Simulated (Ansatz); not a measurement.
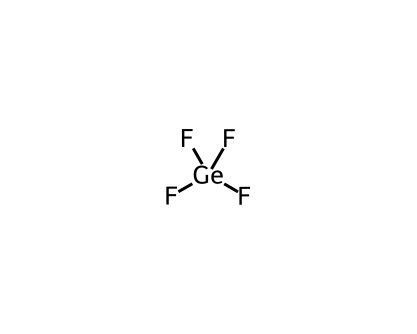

A structural formula.

Give its SMILES.

[F][Ge]([F])([F])[F]

What is the molecular formula?

GeF4.

An optimisation with PBE0-D4/def2-TZVP gave a structure of which point group?

Td.

The parts below concern this one geometry. Atoms keep their numbers from picture to picture. Computed geometry: PBE0-D4/def2-TZVP optimisation.

### Electronic properties

Level of theory: RKS ωB97M-V/def2-SVP (Ansatz 0.2.0).

What is the HOMO energy (Kohn–Sham orbital)?

−14.99 eV.

Give the HOMO–LUMO gap at this level.

15.55 eV.

### Vibrations

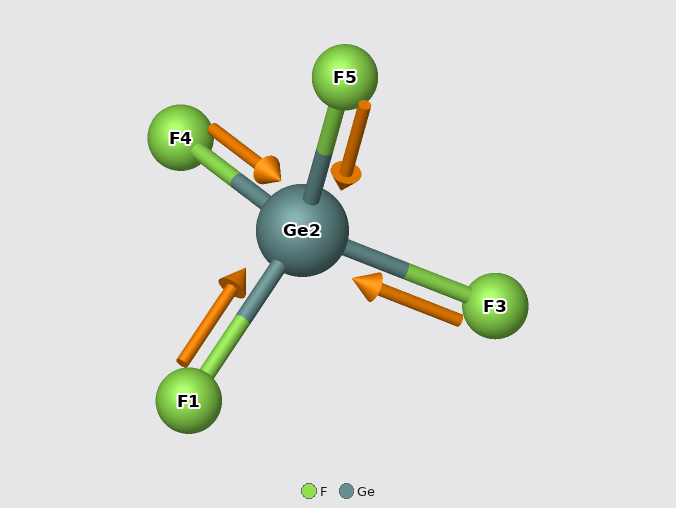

The arrows show one normal mode. Harmonic vibrations computed with RKS PBE0-D4/def2-TZVP (Ansatz 0.2.0) at a stationary point of the same level.

What kind of motion is it?

Mostly in-phase stretching of 4 Ge–F bonds.

Estimate its harmonic wavenumber.

731 cm⁻¹; it is mode 6 of 9 counted from the lowest.

### Charges

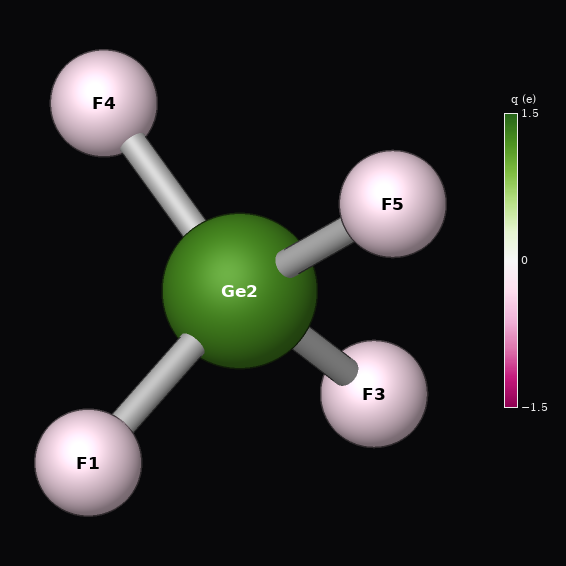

Atoms are coloured by their Mulliken charges. Properties computed with RKS B3LYP-D4/def2-TZVPP (Ansatz 0.2.0).

List the Mulliken charges.

```
atom  value (e)
  F1      −0.31
 Ge2       1.24
  F3      −0.31
  F4      −0.31
  F5      −0.31
```

Mulliken values depend strongly on the basis set and can even reverse the polarity of a bond.
